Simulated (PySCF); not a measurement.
# N2: NMR shifts at several levels of theory, part 2 of 2

PySCF 2.14.0. Atoms count from 0. Earlier steps stand in the parts before.

### 9 Shielding tensors: PBE0/STO-3G

What the job is given:

```
{"job": {"kind": "nmr", "xc": "PBE0", "basis": "STO-3G", "pop": true}, "charge": 0, "multiplicity": 1}
N      0.570841    -0.057384     0.006759
N     -0.526641    -0.032866    -0.000689
```

With the program's defaults for keys left out, this is: GIAO PBE0/STO-3G NMR shielding, non-relativistic, gas phase.

Standard output:

```text
coarse grid: 2128 points
cycle   1  E = -107.9388276404  dE =  2.649e-01  |g| = 7.639e-02  |ddm| = 2.374e+00
cycle   2  E = -107.9405788300  dE = -1.751e-03  |g| = 2.365e-03  |ddm| = 2.183e-01
cycle   3  E = -107.9405790220  dE = -1.920e-07  |g| = 5.346e-05  |ddm| = 6.321e-04
final grid: 21984 points
cycle   4  E = -107.9385412940  dE = -1.078e-06  |g| = 6.819e-05  |ddm| = 5.584e-03
cycle   5  E = -107.9385412942  dE = -1.777e-10  |g| = 1.198e-06  |ddm| = 2.160e-05
converged SCF energy = -107.9385412942

GIAO shielding tensors (ppm)
atom      isotropic    diamagn.    paramagn.     s11        s22        s33       span
  0 N       32.672     320.485    -287.813   -118.530   -118.530    335.076    453.605
  1 N       32.672     320.485    -287.813   -118.530   -118.530    335.076    453.605
```

Run time: 0.12 s. Hardware: 1 thread of AMD EPYC 9R45, shared host.

This run: δ N0 262.0 ppm (means over like atoms).

### 10 Nuclear shieldings: PBE0/6-31G

What the job is given:

```
{"job": {"kind": "nmr", "xc": "PBE0", "basis": "6-31G", "pop": true}, "charge": 0, "multiplicity": 1}
N      0.570841    -0.057384     0.006759
N     -0.526641    -0.032866    -0.000689
```

Level: GIAO PBE0/6-31G NMR shielding, non-relativistic, gas phase.

Standard output:

```text
coarse grid: 2128 points
cycle   1  E = -109.3564927361  dE =  2.022e-01  |g| = 1.192e-01  |ddm| = 1.863e+00
cycle   2  E = -109.3601328274  dE = -3.640e-03  |g| = 4.893e-02  |ddm| = 4.665e-01
cycle   3  E = -109.3607439401  dE = -6.111e-04  |g| = 6.107e-03  |ddm| = 5.438e-02
cycle   4  E = -109.3607532984  dE = -9.358e-06  |g| = 1.775e-04  |ddm| = 6.316e-03
final grid: 21984 points
cycle   5  E = -109.3437658049  dE = -5.286e-06  |g| = 2.085e-03  |ddm| = 9.182e-03
cycle   6  E = -109.3437666375  dE = -8.326e-07  |g| = 1.129e-03  |ddm| = 3.233e-03
cycle   7  E = -109.3437669677  dE = -3.302e-07  |g| = 7.749e-06  |ddm| = 1.126e-03
cycle   8  E = -109.3437669677  dE = -2.029e-11  |g| = 1.297e-07  |ddm| = 1.501e-05
converged SCF energy = -109.3437669677

GIAO shielding tensors (ppm)
atom      isotropic    diamagn.    paramagn.     s11        s22        s33       span
  0 N      -68.936     323.269    -392.206   -273.108   -273.107    339.405    612.513
  1 N      -68.936     323.269    -392.206   -273.108   -273.107    339.405    612.513
```

It took 0.28 s on 1 thread of AMD EPYC 9R45, shared host.

This run: δ N0 329.6 ppm (means over like atoms).

### 11 NMR shieldings: PBE0/6-31G*

What the job is given:

```
{"job": {"kind": "nmr", "xc": "PBE0", "basis": "6-31G*", "pop": true}, "charge": 0, "multiplicity": 1}
N      0.570841    -0.057384     0.006759
N     -0.526641    -0.032866    -0.000689
```

Level: GIAO PBE0/6-31G* NMR shielding, non-relativistic, gas phase.

Standard output:

```text
coarse grid: 2128 points
cycle   1  E = -109.4131115161  dE =  1.426e-01  |g| = 8.583e-02  |ddm| = 1.826e+00
cycle   2  E = -109.4143843568  dE = -1.273e-03  |g| = 4.117e-02  |ddm| = 1.083e-01
cycle   3  E = -109.4147817101  dE = -3.974e-04  |g| = 3.417e-03  |ddm| = 3.582e-02
cycle   4  E = -109.4147848044  dE = -3.094e-06  |g| = 5.358e-04  |ddm| = 3.840e-03
final grid: 21984 points
cycle   5  E = -109.3978396286  dE = -5.753e-06  |g| = 2.355e-03  |ddm| = 7.729e-03
cycle   6  E = -109.3978406053  dE = -9.767e-07  |g| = 1.360e-03  |ddm| = 3.341e-03
cycle   7  E = -109.3978410722  dE = -4.670e-07  |g| = 2.351e-05  |ddm| = 1.210e-03
cycle   8  E = -109.3978410723  dE = -1.000e-10  |g| = 3.576e-06  |ddm| = 1.895e-05
converged SCF energy = -109.3978410723

GIAO shielding tensors (ppm)
atom      isotropic    diamagn.    paramagn.     s11        s22        s33       span
  0 N      -52.665     324.845    -377.510   -248.668   -248.667    339.340    588.007
  1 N      -52.665     324.845    -377.510   -248.668   -248.667    339.340    588.007
```

It took 0.33 s on 1 thread of AMD EPYC 9R45, shared host.

In short: δ N0 312.1 ppm (means over like atoms).

### 12 NMR shieldings: PBE0/6-311+G(2d,p)

What the job is given:

```
{"job": {"kind": "nmr", "xc": "PBE0", "basis": "6-311+G(2d,p)", "pop": true}, "charge": 0, "multiplicity": 1}
N      0.570841    -0.057384     0.006759
N     -0.526641    -0.032866    -0.000689
```

Method: GIAO PBE0/6-311+G(2d,p) NMR shielding, non-relativistic, gas phase.

Standard output:

```text
coarse grid: 2128 points
cycle   1  E = -109.4387008724  dE =  1.332e-01  |g| = 1.010e-01  |ddm| = 1.358e+00
cycle   2  E = -109.4401737971  dE = -1.473e-03  |g| = 5.701e-02  |ddm| = 9.335e-02
cycle   3  E = -109.4408045281  dE = -6.307e-04  |g| = 4.635e-03  |ddm| = 5.622e-02
cycle   4  E = -109.4408089526  dE = -4.425e-06  |g| = 6.819e-04  |ddm| = 4.683e-03
final grid: 21984 points
cycle   5  E = -109.4361145815  dE = -6.051e-06  |g| = 2.299e-03  |ddm| = 2.370e-02
cycle   6  E = -109.4361151427  dE = -5.612e-07  |g| = 1.411e-03  |ddm| = 3.577e-03
cycle   7  E = -109.4361155427  dE = -4.000e-07  |g| = 4.870e-05  |ddm| = 1.269e-03
cycle   8  E = -109.4361155431  dE = -4.300e-10  |g| = 5.800e-06  |ddm| = 2.893e-05
converged SCF energy = -109.4361155431

GIAO shielding tensors (ppm)
atom      isotropic    diamagn.    paramagn.     s11        s22        s33       span
  0 N      -80.323     328.574    -408.897   -290.422   -290.421    339.873    630.294
  1 N      -80.323     328.574    -408.897   -290.422   -290.421    339.873    630.294
```

Wall time 0.41 s (1 thread of AMD EPYC 9R45, shared host).

Key values: δ N0 342.2 ppm (means over like atoms).

### 13 NMR shieldings: PBE0/def2-SVP

What the job is given:

```
{"job": {"kind": "nmr", "xc": "PBE0", "basis": "def2-SVP", "pop": true}, "charge": 0, "multiplicity": 1}
N      0.570841    -0.057384     0.006759
N     -0.526641    -0.032866    -0.000689
```

Level: GIAO PBE0/def2-SVP NMR shielding, non-relativistic, gas phase.

Standard output:

```text
coarse grid: 2128 points
cycle   1  E = -109.3057912301  dE =  1.225e-01  |g| = 8.630e-02  |ddm| = 1.800e+00
cycle   2  E = -109.3070410331  dE = -1.250e-03  |g| = 4.168e-02  |ddm| = 1.493e-01
cycle   3  E = -109.3074435042  dE = -4.025e-04  |g| = 3.696e-03  |ddm| = 3.981e-02
cycle   4  E = -109.3074471158  dE = -3.612e-06  |g| = 5.077e-04  |ddm| = 4.269e-03
final grid: 21984 points
cycle   5  E = -109.3151261686  dE = -2.364e-06  |g| = 1.865e-03  |ddm| = 5.690e-03
cycle   6  E = -109.3151267593  dE = -5.906e-07  |g| = 1.093e-03  |ddm| = 3.137e-03
cycle   7  E = -109.3151270620  dE = -3.027e-07  |g| = 1.581e-05  |ddm| = 1.105e-03
cycle   8  E = -109.3151270620  dE = -3.939e-11  |g| = 8.250e-07  |ddm| = 2.012e-05
converged SCF energy = -109.3151270620

GIAO shielding tensors (ppm)
atom      isotropic    diamagn.    paramagn.     s11        s22        s33       span
  0 N      -56.206     324.915    -381.121   -253.794   -253.793    338.968    592.761
  1 N      -56.206     324.915    -381.121   -253.794   -253.793    338.968    592.761
```

It took 0.31 s on 1 thread of AMD EPYC 9R45, shared host.

Key values: δ N0 326.0 ppm (means over like atoms).

### 14 Shielding tensors: PBE0/def2-TZVP

What the job is given:

```
{"job": {"kind": "nmr", "xc": "PBE0", "basis": "def2-TZVP", "pop": true}, "charge": 0, "multiplicity": 1}
N      0.570841    -0.057384     0.006759
N     -0.526641    -0.032866    -0.000689
```

Level: GIAO PBE0/def2-TZVP NMR shielding, non-relativistic, gas phase.

Standard output:

```text
coarse grid: 2128 points
cycle   1  E = -109.4489238637  dE =  1.300e-01  |g| = 1.026e-01  |ddm| = 1.339e+00
cycle   2  E = -109.4503297671  dE = -1.406e-03  |g| = 4.654e-02  |ddm| = 1.008e-01
cycle   3  E = -109.4507365828  dE = -4.068e-04  |g| = 9.096e-03  |ddm| = 3.858e-02
cycle   4  E = -109.4507530457  dE = -1.646e-05  |g| = 5.093e-04  |ddm| = 5.807e-03
cycle   5  E = -109.4507530916  dE = -4.588e-08  |g| = 7.432e-05  |ddm| = 4.952e-04
final grid: 21984 points
cycle   6  E = -109.4460902913  dE = -6.103e-06  |g| = 2.408e-03  |ddm| = 9.030e-03
cycle   7  E = -109.4460908831  dE = -5.918e-07  |g| = 1.489e-03  |ddm| = 2.718e-03
cycle   8  E = -109.4460913230  dE = -4.399e-07  |g| = 4.777e-05  |ddm| = 1.019e-03
cycle   9  E = -109.4460913234  dE = -4.382e-10  |g| = 5.237e-06  |ddm| = 3.801e-05
converged SCF energy = -109.4460913234

GIAO shielding tensors (ppm)
atom      isotropic    diamagn.    paramagn.     s11        s22        s33       span
  0 N      -83.996     324.443    -408.439   -295.745   -295.745    339.501    635.246
  1 N      -83.996     324.443    -408.439   -295.745   -295.745    339.501    635.246
```

Wall time 0.53 s (1 thread of AMD EPYC 9R45, shared host).

This run: δ N0 349.9 ppm (means over like atoms).

### 15 Side by side: NMR shifts

Shifts (ppm), means over like atoms, with basis size and wall time:

| run | N0 | functions | time |
| --- | --- | --- | --- |
| WP04/pcSseg-2 | 349.3 | 72 | 0.35 s |
| B97-2/pcSseg-2 | 348.2 | 72 | 0.33 s |
| BHandHLYP/pcSseg-2 | 362.5 | 72 | 0.32 s |
| CAM-B3LYP/pcSseg-2 | 356.9 | 72 | 0.42 s |
| wB97X-D/pcSseg-2 | 355.2 | 72 | 0.42 s |
| LC-wPBE/pcSseg-2 | 356.7 | 72 | 0.62 s |
| PBE0/STO-3G | 262.0 | 10 | 0.12 s |
| PBE0/6-31G | 329.6 | 18 | 0.28 s |
| PBE0/6-31G* | 312.1 | 28 | 0.33 s |
| PBE0/6-311+G(2d,p) | 342.2 | 54 | 0.41 s |
| PBE0/def2-SVP | 326.0 | 28 | 0.31 s |
| PBE0/def2-TZVP | 349.9 | 62 | 0.53 s |

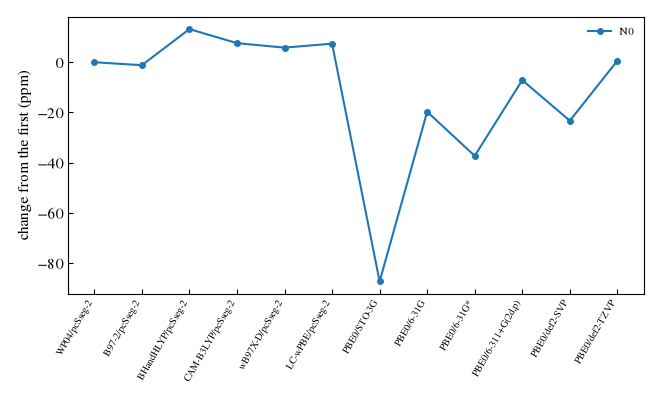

How the tabulated atoms move from run to run.

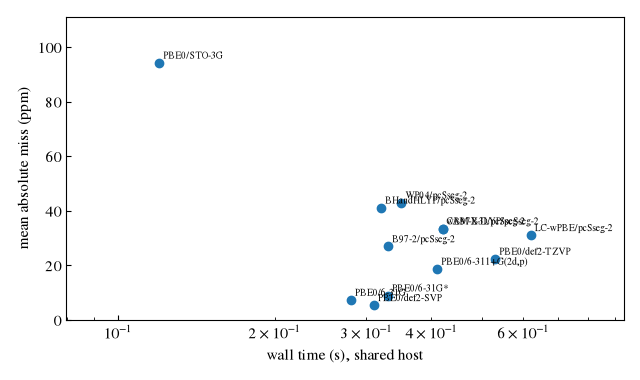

Cost against miss for the one measured 15N shielding.

### 16 What came out

What follows sums up all 2 parts.

| quantity | value |
| --- | --- |
| point group | Dinfh |
| rotational constants (main isotopes) | 59.90, 59.90 GHz |
| 15N shifts against NH3 (WP04/pcSseg-2, means over atoms taken as alike) | 349.3 ppm |
| measured, and computed on the same scale | N0 σ -61.6, -104.6 ppm |
| range of the shift of N0 | 262.0 to 362.5 ppm |
| property runs in this session | 12, of which 0 failed and 1 gave unsound results |

Single values in the summary come from the first run of each kind that ended normally (WP04/pcSseg-2), which need not be the best level. The start was shaken at random, so part of the energy gained undoes that. Over 6 steps the energy fell by 6.426 eV; of the close pairs, N0–N1 changed most, 1.540 to 1.098 Å. The one measured 15N shielding is missed by -43.0 ppm (computed less measured, unscaled). Vibration and temperature are missing from the calculation, so part of the miss against the measured shifts is not the functional's. The shift of N0 (with its like atoms) runs from 262.0 (PBE0/STO-3G) to 362.5 ppm (BHandHLYP/pcSseg-2). A minimal basis is unusable for shieldings, so that end is no result. For the one measured 15N shielding, PBE0/def2-SVP misses least (5.4 ppm, 0.31 s) and PBE0/STO-3G most (94.3 ppm, 0.12 s). One molecule ranks no method: errors cancel, and vibration and temperature are missing from all runs.
